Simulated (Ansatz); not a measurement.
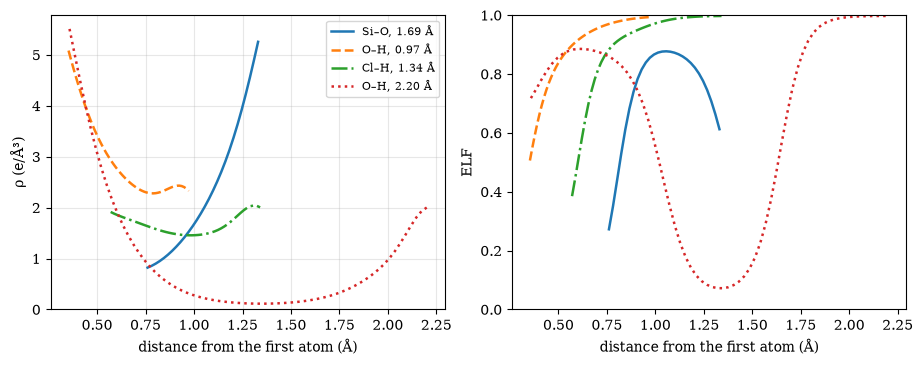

*H4OSi···HCl. Electron density and ELF along straight lines between neighbouring atoms. The curves leave out the atomic cores.*

Not at a stationary point (largest force 0.9 eV/Å).

Level of theory: RKS PBE/def2-SVP (Ansatz 0.2.0).

The calculation's input:

```
crystal:
  periodic: [false, false, false]
  atoms:
    - { symbol: Si, position_ang: [0.0, 0.0, 0.0] }
    - { symbol: Cl, position_ang: [0.0, 0.0, 2.48] }
    - { symbol: H, position_ang: [1.3768, 0.0, -0.4862] }
    - { symbol: H, position_ang: [-0.6877, 1.1914, -0.4862] }
    - { symbol: H, position_ang: [-0.6877, -1.1914, -0.4862] }
    - { symbol: O, position_ang: [-1.879, 0.0, 0.6243] }
    - { symbol: H, position_ang: [-2.4241, -0.6297, 0.053] }
    - { symbol: H, position_ang: [-1.3553, 0.0, 1.769] }
basis:
  gaussian: { orbitals: def2-SVP }
hamiltonian:
  xc: pbe
relax:
  f_tol: 0.15
  max_steps: 25
  restrain:
    - { distance: [0, 5], at: 1.68, k: 30.0 }
    - { distance: [7, 1], at: 1.37, k: 30.0 }
    - { distance: [0, 1], at: 3.33, k: 30.0 }
    - { distance: [7, 5], at: 2.21, k: 30.0 }
output:
  orbitals: {}
```

Launched as:

```sh
ansatz run input.yaml --threads 1 --pin off --max-ram 2048MiB --backend cpu --events-out ev --progress --plain --runs-dir out
```

The fields are those of the run's last geometry, not of the input's.

Q: What can be read from the curves?

A: Si–O (1.69 Å): the density is about 1 e/Å³ at the midpoint; the ELF peaks at about 0.90 between the atoms: a shared but strongly polarised pair.
O–H (0.97 Å): ρ is about 3.5 e/Å³ halfway; the ELF climbs to about 1 towards the hydrogen, as it does in any bond to H (an ordinary covalent bond to hydrogen).
Cl–H (1.34 Å): the density is about 1.8 e/Å³ at the midpoint; the ELF climbs to about 1 towards the hydrogen (a covalent bond by its length).
O6···H8 (2.20 Å): the density falls to about 0.11 e/Å³ on the way; the ELF dips to about 0.05 between them.
